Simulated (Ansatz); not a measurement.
Cl3HSi

The calculation's input:

```
crystal:
  periodic: [false, false, false]
  atoms:
    - { symbol: Si, position_ang: [0.093299, 0.0, 0.202803] }
    - { symbol: H, position_ang: [0.122384, 0.0, 1.656514] }
    - { symbol: Cl, position_ang: [2.17419, 0.0, 0.047953] }
    - { symbol: Cl, position_ang: [-0.734587, 1.665726, -0.627735] }
    - { symbol: Cl, position_ang: [-0.734587, -1.665726, -0.627735] }
basis:
  gaussian: { orbitals: def2-SVP }
hamiltonian:
  xc: pbe0
relax:
  f_tol: 0.03
  max_steps: 50
output:
  orbitals: {}
```

Launched as:

```sh
ansatz run input.yaml --threads 1 --pin off --max-ram 2048MiB --backend cpu --events-out ev --progress --plain --runs-dir out
```

The fields are those of the run's last geometry, not of the input's.

These are results of RKS PBE0/def2-SVP in Ansatz 0.2.0, not measurements.

### Predict the electron density and electron localisation function between the atoms.

Si–Cl (2.04 Å): ρ at the midpoint is about 0.89 e/Å³; the ELF peaks at about 0.90 between the atoms; a polar covalent bond.

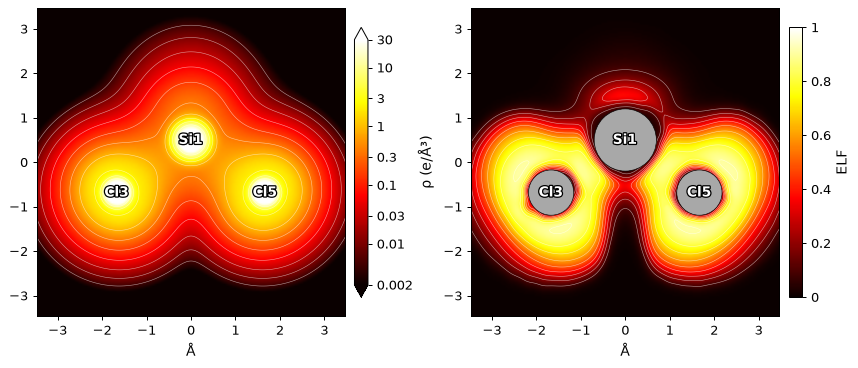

Computed electron density and electron localisation function on the plane of atoms Cl3, Si1 and Cl5, in this order. Grey discs cover the atomic cores in the ELF map. 
